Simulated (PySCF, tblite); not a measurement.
# CH4BN− (doublet): geometry, infrared bands and EPR parameters

Aim: predict the infrared bands and EPR parameters of CH4BN− (doublet) (`[BH2-]N=C`).

The runs use tblite 0.8.0 and PySCF 2.14.0, with density-fitted response routines of our own; the level of theory stands in each step. All values are computed, except where a source is named. Atoms are numbered from 0 throughout.

### 1 The starting structure

7 atoms, charge -1, multiplicity 2; geometry from: force field or distance geometry start.

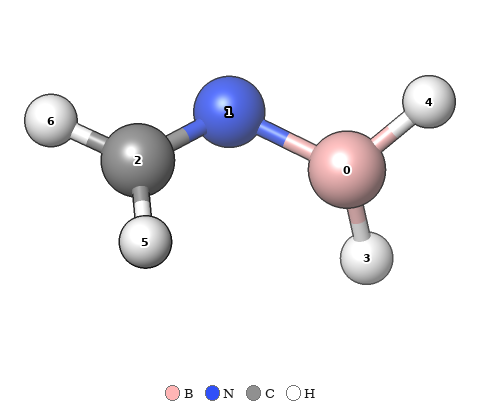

As it starts; boron pink, nitrogen blue, carbon grey, hydrogen white, atoms numbered.

### 2 Geometry optimisation with GFN2-xTB

What the job is given:

```
{"job": {"kind": "relax", "xc": "GFN2-xTB", "basis": "xTB"}, "charge": -1, "multiplicity": 2}
B     -1.150900     0.060400     0.122200
N      0.088000    -0.677100    -0.197600
C      1.208400    -0.058800    -0.016500
H     -1.514200     0.875300    -0.654400
H     -2.007600    -0.597700     0.632000
H      1.252100     0.971300     0.329100
H      2.127500    -0.568500    -0.241800
```

Run with:

```bash
$ OMP_NUM_THREADS=1 python probes_run.py task.json out
```

One launch serves the whole session: the jobs run in the order shown.

**Question.** This job is followed by: GFN2-xTB harmonic vibrations, gas phase; UKS B3LYP, pcH-1 on B C H N, non-relativistic, mean-field spin-orbit, GIAO. What will the session give for the following? strongest single infrared mode (GFN2-xTB); zero-point energy (GFN2-xTB); g(iso) (B3LYP); ⟨S²⟩; largest a(iso) (averaged by class).

As calculated:

```
                                 quantity                  value
strongest single infrared mode (GFN2-xTB)  2236 cm⁻¹, 657 km/mol
             zero-point energy (GFN2-xTB)          27.2 kcal/mol
                           g(iso) (B3LYP)                2.00244
                                     ⟨S²⟩     0.760 (exact 0.75)
       largest a(iso) (averaged by class)    13C on C2, 60.6 MHz
```

Over 40 steps the energy fell by 0.732 eV; of the close pairs, B0–N1 changed most, 1.477 to 1.382 Å. All 15 modes are real, so the xTB geometry is a minimum. The strongest single mode, at 2236 cm⁻¹, moves mainly H4. Unscaled tight-binding wavenumbers are off by several per cent, some by more. Its intensities can rank the bands wrongly. The largest spin populations lie on C2 (0.66 e), B0 (0.50 e). The isotropic g lies 0.1 ppt above the free-electron value. The records flag this anion as possibly unbound in the gas phase, so the basis may hold the extra electron. The conformer search found further structures of the same energy, which may be mirror or relabelled copies of this one.
